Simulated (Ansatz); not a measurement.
# Fields on a plane of Na (bcc, W type)

```yaml
crystal:
  lattice:
    - [-2.11099, 2.11099, 2.11099]
    - [2.11099, -2.11099, 2.11099]
    - [2.11099, 2.11099, -2.11099]
  atoms:
    - { symbol: Na, position: [0.00000, 0.00000, 0.00000] }
```

The slice is a {211} plane (indices of the conventional cell) through the point (0.000, 0.000, 0.000) (fractional), spanned by u = [111] and v = [1 0 -1] in vectors of this cell: u (3.66 Å) and v (5.97 Å, at 90° to u). It covers one period; positions are fractions (u, v).

Atoms on it: Na at (0.00, 0.00).

Method: r2SCAN (plane waves to 500 eV, PAW, scalar-relativistic; Ansatz, an electronic-structure program). k mesh 16×16×16. Inside the PAW spheres the values are not all-electron values, and peaks at nuclei hang on which shells count as valence. Na was relaxed with its symmetry unable to fall.

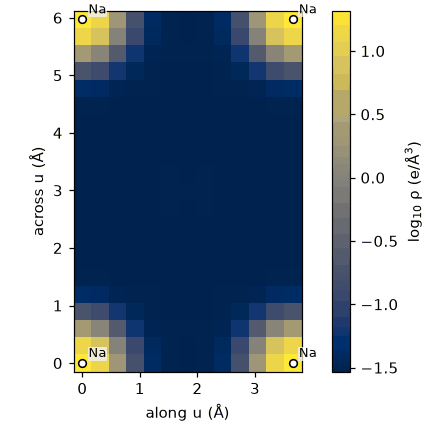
Fig. 1. Log₁₀ of the valence density in e/Å³, one period of the plane, atoms marked. The scale is logarithmic, as a density can span decades between atoms and voids.

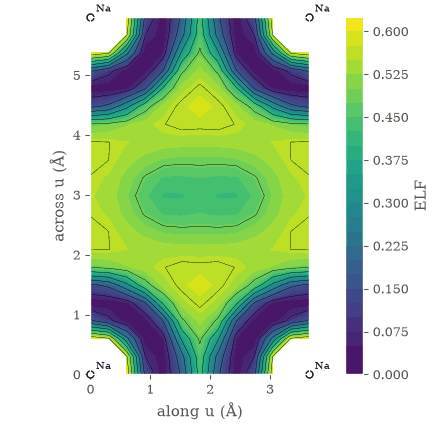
Electron localisation function (ELF), one period of the plane, atoms marked. Points within 0.5 Å of a nucleus are left white, as the pseudised field means little there.
